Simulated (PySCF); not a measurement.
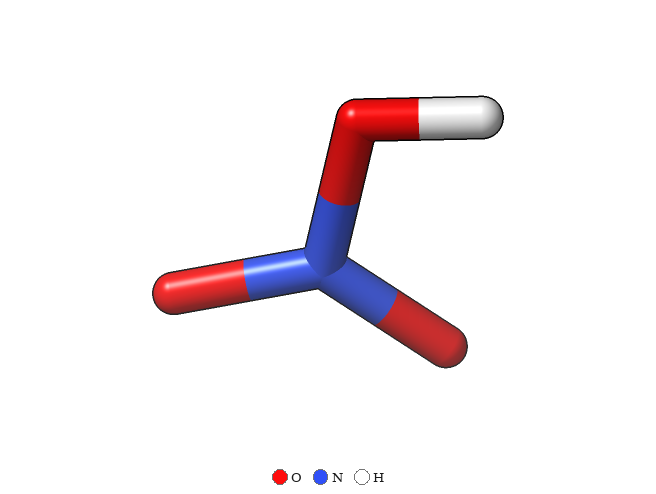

The geometry was computed by an optimisation with PBE0-D3(BJ)/def2-SVP. No frequency run is at hand to confirm it as a minimum. Properties computed with BHandHLYP/aug-pcX-1 (pcseg-1 on H), gas phase (PySCF 2.14.0).

Question: What is the dipole moment?

Answer: 2.49 D.

Question: Give the HOMO energy (Kohn–Sham orbital) at this level.

Answer: −11.49 eV.

Question: Estimate the HOMO–LUMO gap.

Answer: 10.49 eV.
